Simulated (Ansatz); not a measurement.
Consider Ga4AsN3.

Input file:

```
crystal:
  lattice:
    - [-2.3794844788, 2.3794844788, 4.4102127468]
    - [2.3794844788, -2.3794844788, 4.4102127468]
    - [2.3794844788, 2.3794844788, -4.4102127468]
  atoms:
    - { symbol: Ga, position: [0.5, 0.0, 0.5] }
    - { symbol: Ga, position: [0.0, 0.5, 0.5] }
    - { symbol: Ga, position: [0.2797871384, 0.2797871384, 0.0] }
    - { symbol: Ga, position: [0.7202128616, 0.7202128616, 0.0] }
    - { symbol: As, position: [0.0, 0.0, 0.0] }
    - { symbol: "N", position: [0.75, 0.25, 0.5] }
    - { symbol: "N", position: [0.25, 0.75, 0.5] }
    - { symbol: "N", position: [0.5, 0.5, 0.0] }
basis:
  ecutwfc: 420
kpoints:
  mp_grid: { grid: [12, 12, 12] }
  band_path:
    path:
      - [[0.0, 0.0, 0.0], [0.0, 0.0, 0.5], [0.25, 0.25, 0.25], [0.0, 0.5, 0.0], [0.0, 0.0, 0.0], [0.5, 0.5, -0.5], [0.32277575, 0.67722425, -0.32277575]]
      - [[-0.32277575, 0.32277575, 0.32277575], [0.0, 0.0, 0.0]]
      - [[0.0, 0.0, 0.5], [-0.1455515, 0.1455515, 0.5]]
      - [[0.5, 0.5, -0.1455515], [0.5, 0.5, -0.5]]
    npoints: 14
hamiltonian:
  xc: pbe
scf:
  occupations: { method: gaussian, width: 0.1 }
  n_extra_bands: 20
output:
  forces: true
  stress: true
  eigenvalues: true
  populations: true
  dos: { projected: true, de: 0.02, nscf_kmesh: { grid: [15, 15, 15] } }
  bader: true
  write_density: true
  write_potential: true
  elf: true
  volumetric_format: npy
```

Command:

```sh
ansatz run input.yaml --threads 1 --pin off --max-ram 2560MiB --backend cpu --events-out ev --progress --plain --runs-dir out
```

Below, planes, directions and counts refer to the conventional cell (a = 4.76 Å, b = 4.76 Å, c = 8.82 Å, α = 90.00°, β = 90.00°, γ = 90.00°).

Space group I4/mmm; a structure generated by program, which may or may not match a known phase.

These are results of Ansatz, DFT PBE, scalar-relativistic, plane waves, PAW, not measurements.

What will maps of the valence pseudo-density and electron localisation function show?

Ga–N (1.94 Å): the density is about 0.72 e/Å³ at the midpoint; the ELF peaks at about 0.80 in the valence shell of N, 0.7 Å from its nucleus, and is about 0.45 at the midpoint.
Ga–As (2.38 Å): the density is about 0.52 e/Å³ at the midpoint; the ELF peaks at about 0.70 between the atoms.
Ga–N (2.21 Å): ρ at the midpoint is about 0.44 e/Å³; the ELF peaks at about 0.80 in the valence shell of N, 0.7 Å from its nucleus, and is about 0.35 at the midpoint.
Ga–As (2.47 Å): the density is about 0.45 e/Å³ at the midpoint; the ELF peaks at about 0.70 between the atoms.
Bader's partition of the density gives Ga +1.22 to +1.34, As −0.76 and N −1.55 to −1.40 e.

Which way does charge flow, and how much by Bader's partition?

Electrons move from Ga towards As and N. Bader charges: Ga +1.22 to +1.34, As −0.76 and N −1.55 to −1.40 e.

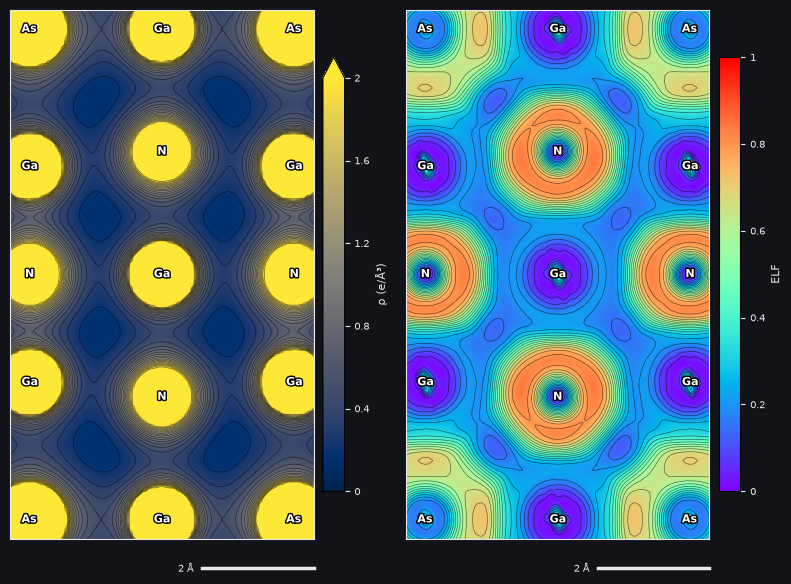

Computed valence pseudo-density and electron localisation function on the (010) plane of the conventional cell, in this order. 

The density is the valence pseudo-density of a PAW calculation; it isn't the true density close to the nuclei.
